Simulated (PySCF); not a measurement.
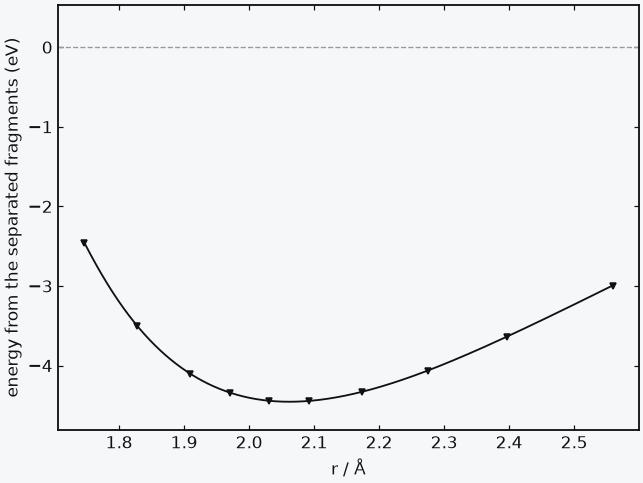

Bond curve of SeS, triplet (excess alpha electrons: πx +1, πy +1). BP86/def2-TZVPP in PySCF, UKS. One reference determinant with the occupation held, the lowest that a PBE0 search over spins and occupations found; no spin-orbit coupling. Zero is the separated fragments in their ground configurations, without counterpoise. 2 further points of the run are not drawn.

Q: What constants does a Dunham fit to the curve give (main isotopes)?

A: re = 2.062 Å, ωe = 531 cm⁻¹, ωexe = 1.6 cm⁻¹, De = 4.46 eV, Be = 0.174 cm⁻¹.

Q: How much does zero-point motion take off the well depth?

A: 0.033 eV (265 cm⁻¹): De = 4.46 eV, D0 = 4.42 eV.

Q: Give the computed points.

A:
| r (Å) | E (eV) |
| --- | --- |
| 1.747 | −2.46 |
| 1.828 | −3.50 |
| 1.909 | −4.10 |
| 1.970 | −4.34 |
| 2.031 | −4.44 |
| 2.092 | −4.44 |
| 2.173 | −4.33 |
| 2.275 | −4.06 |
| 2.397 | −3.64 |
| 2.559 | −3.00 |

Caveats: lowest determinant of a PBE0 search, another state may lie lower; no scalar relativity; spin-orbit coupling is left out; it can lower the fragment Se more than the molecule, and De with it.
